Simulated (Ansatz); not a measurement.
## Electronic structure of CH₅MoNOS (SMILES [CH3][Mo]([NH2])(=[O])=[S]) in real space

```csv
atom,x (Å),y (Å),z (Å)
C,-1.3837,-0.6858,-0.1394
Mo,0.3343,0.4607,-0.5311
N,1.5365,0.1846,0.9313
O,0.9344,-0.1327,-1.9740
S,-0.3367,2.4620,-0.6600
H,-1.8485,-0.3561,0.7918
H,-1.0890,-1.7358,-0.0579
H,-2.0954,-0.5723,-0.9597
H,1.6143,0.8102,1.7213
H,2.3337,-0.4348,0.8778
```

Geometry: PBE0-D4/def2-TZVP; core potentials replace the inner electrons of Mo.

Computed with Ansatz 0.2.0, RKS PBE0-D4/def2-TZVPP.

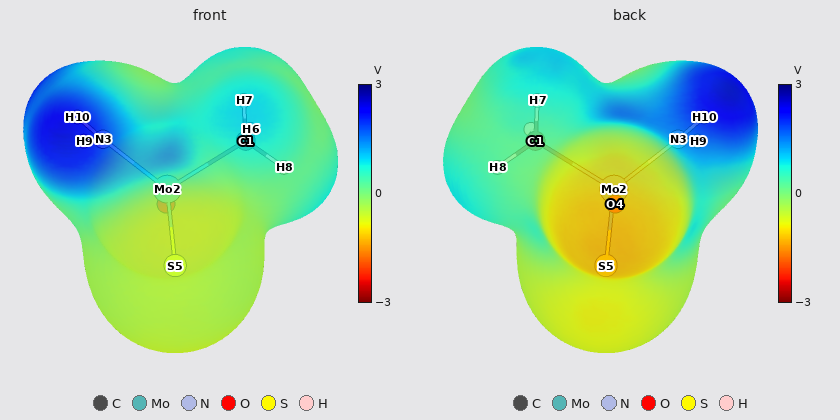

Figure 1. The molecular electrostatic potential painted on the density surface at 0.002 e/bohr³, seen from the front and from behind; the colour scale runs from red (negative) to blue (positive).

Q: Which sites attract a positive test charge, and which a negative one?

A: A positive charge is drawn to the negative regions and a negative charge to the positive ones. The most negative region (about −1.3 V, or −30 kcal/mol for a unit charge) lies over O4, the most positive (about +2.5 V, or +58 kcal/mol for a unit charge) over H9 and H10. O4 is the likeliest acceptor of a hydrogen bond.

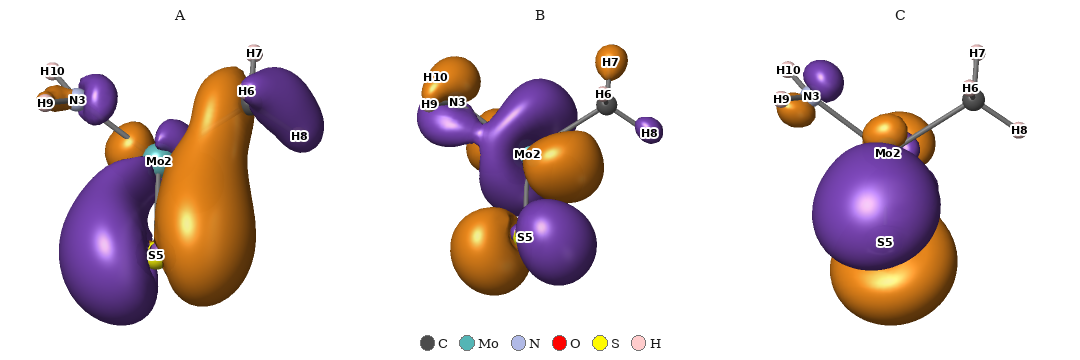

Figure 2. Three frontier orbitals at ±0.1 Å⁻³ᐟ² (orange and purple are the two phases), in no order.

Q: Order the three orbitals by energy and name them.

A: A is the HOMO−1 (−7.94 eV). Its weight (Hirshfeld) is mainly on S5 (about 60 %), Mo2 (about 20 %), C1 (about 10 %) and O4 (about 5 %). C is the HOMO (−7.43 eV). It lies mainly on S5 (about 70 %), O4 (about 15 %) and Mo2 (about 10 %); largely a lone pair of S5. B is the LUMO (−2.54 eV). By Hirshfeld shares it lies mainly on Mo2 (about 55 %), S5 (about 25 %), N3 (about 5 %) and O4 (about 5 %).

Q: What is the HOMO–LUMO gap?

A: 4.89 eV between the orbital energies.

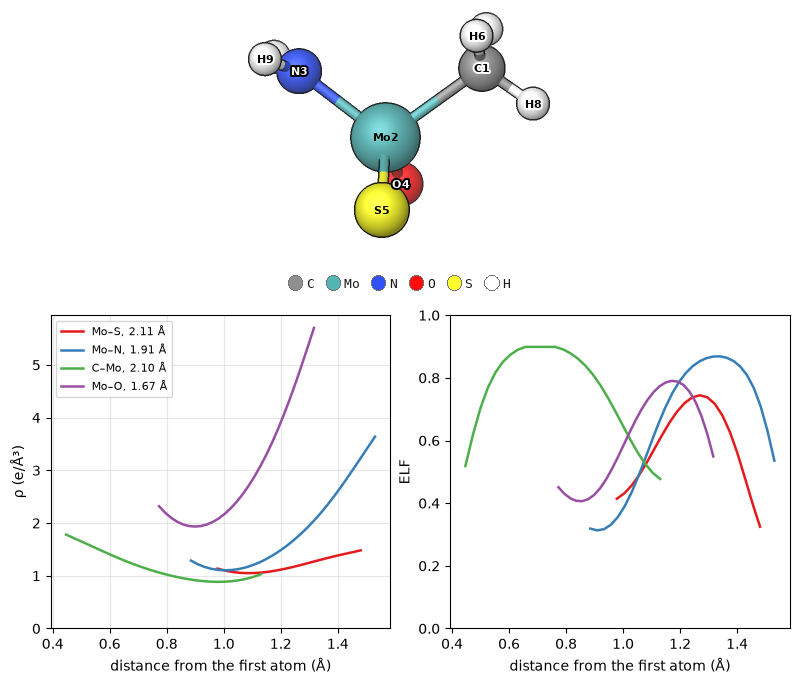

Figure 3. Electron density and electron localisation function along straight lines between neighbouring atoms. The curves leave out the atomic cores. The structure is drawn too.

Q: Compare the contacts.

A: Mo–S (2.11 Å): the density is about 1.1 e/Å³ at the midpoint; the ELF peaks at about 0.75 in the valence shell of S, 0.8 Å from its nucleus, and is about 0.50 at the midpoint.
Mo–N (1.91 Å): the density is about 1.1 e/Å³ at the midpoint; the ELF peaks at about 0.85 in the valence shell of N, 0.6 Å from its nucleus, and is about 0.35 at the midpoint.
C–Mo (2.10 Å): ρ is about 0.91 e/Å³ halfway; the ELF peaks at about 0.90 in the valence shell of C, 0.7 Å from its nucleus, and is about 0.55 at the midpoint.
Mo–O (1.67 Å): ρ at the midpoint is about 2 e/Å³; the ELF peaks at about 0.80 in the valence shell of O, 0.5 Å from its nucleus, and drops to about 0.40 between the two atoms.

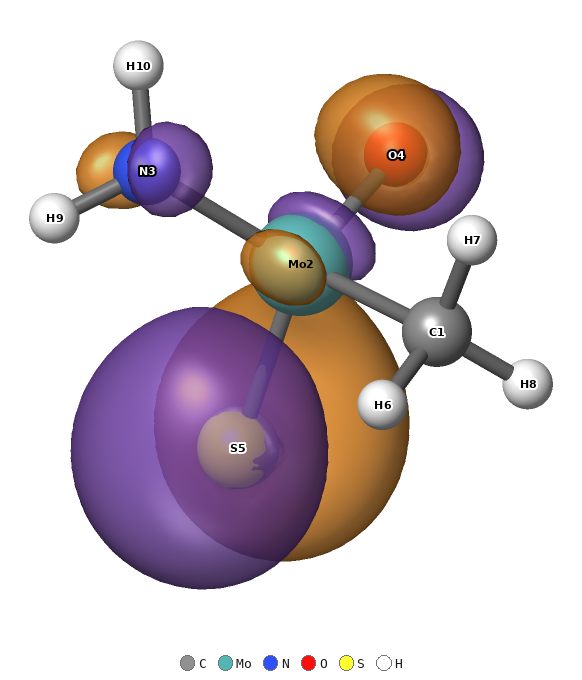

Figure 4. One frontier orbital at ±0.1 Å⁻³ᐟ² (orange and purple are the two phases), seen at an oblique angle.

Q: Which orbital is it: HOMO or LUMO?

A: The HOMO, at −7.43 eV. Its weight (Hirshfeld) is mainly on S5 (about 70 %), O4 (about 15 %) and Mo2 (about 10 %); largely a lone pair of S5.
